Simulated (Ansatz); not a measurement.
Take TiO$_{2}$ in the rutile structure (space group P4_2/mnm, No. 136; a = 4.643 Å, c = 2.964 Å) as the base.

It is then changed as follows: a negative pressure, −2 GPa.

All numbers come from Ansatz (an electronic-structure program) PBE, no spin-orbit coupling.

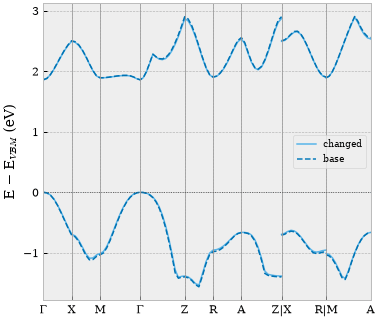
Figure: Highest valence and lowest conduction band along the path, each from its own valence-band maximum

The gap is 1.86 eV, direct at Γ; the base has 1.86 eV.

Load acts through the strain it causes; cell and atoms are relaxed under it. Stability against distortions was not tested. The final runs are not spin-polarised.
